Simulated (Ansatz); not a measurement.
**Abstraction of H: SbHF2 + GeH(CH3)(SH) → SbF2 + GeH2(CH3)(SH)**

Species: SbHF2 `[F][SbH][F]`, singlet; GeH(CH3)(SH), doublet; SbF2 `[F][Sb][F]`, doublet; GeH2(CH3)(SH), singlet. A radical takes H: the energy is the difference in strength between the Sb–H bond broken and the Ge–H bond made.

Shapes, held fixed at every level: PBE0-D4/def2-TZVP. Flexible molecules stand in one conformer, not always the lowest. Programs: Ansatz 0.2.0. The zero-point and thermal change to 298 K, harmonic and unscaled (PBE0-D4/def2-TZVP), is +3.5 kJ/mol.

| level | kind | ΔH(298 K) (kJ/mol) | less CCSD(T)/def2-TZVPP |
| --- | --- | --- | --- |
| HF/def2-SVP | Hartree–Fock | -85.9 | -8.3 |
| SPW92/def2-TZVPP | LDA | -66.4 | +11.2 |
| B3LYP-D4/def2-TZVPP | global hybrid | -69.9 | +7.7 |
| BHLYP-D4/def2-TZVPP | global hybrid | -77.1 | +0.5 |
| PBE0-D4/def2-TZVPP | global hybrid | -72.4 | +5.2 |
| wB97X-V/def2-TZVPP | range-separated hybrid | -80.2 | -2.6 |
| CCSD/def2-SVP | coupled cluster or CI | -80.8 | -3.2 |
| CCSD(T)/def2-TZVPP | coupled cluster or CI | -77.6 | 0.0 |

The highest level, CCSD(T)/def2-TZVPP, gives ΔH(298 K) = -77.6 kJ/mol; the levels span -85.9 to -66.4. The column of differences is taken from that level and isn't an error. No measured value is set beside it here. Open shells run unrestricted. For atoms past krypton def2 sets carry core potentials with scalar relativity. Relativity is left out for Ge. Outer-core shells of Ge, Sb are correlated in most correlated rows, in sets that cover them unevenly.

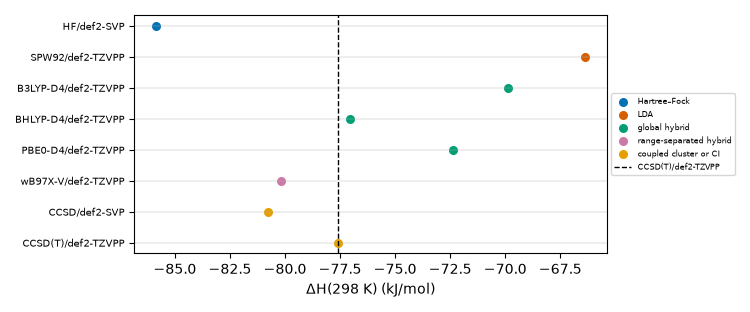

The values of the table, level by level.
